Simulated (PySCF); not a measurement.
SMILES CCB(CC)OC (C5H13BO), GFN2-xTB optimised geometry. Atoms within 1.6 Å of the plane z = 0.6 Å (x, y, z in Å): B1 (-0.38, -0.09, 0.00), C2 (-1.20, -1.47, 0.01), H4 (-2.02, -1.43, 0.73), H5 (-0.56, -2.30, 0.31), C9 (1.22, -0.09, 0.00), H11 (1.57, -0.50, 0.95), H12 (1.60, 0.94, -0.06), O16 (-0.95, 1.12, 0.00), C17 (-2.32, 1.42, 0.01), H18 (-2.92, 0.59, 0.38), H19 (-2.47, 2.30, 0.64).

Method: PySCF with PBE0/def2-SVP.

Map of the Laplacian of the electron density (e/bohr⁵), clipped to [-1.50, 1.50] on the plane z = 0.6 Å:

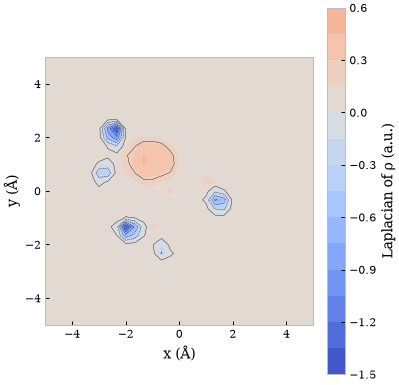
*Laplacian of the electron density (e/bohr⁵), clipped to [-1.50, 1.50] on the plane z = 0.6 Å.*
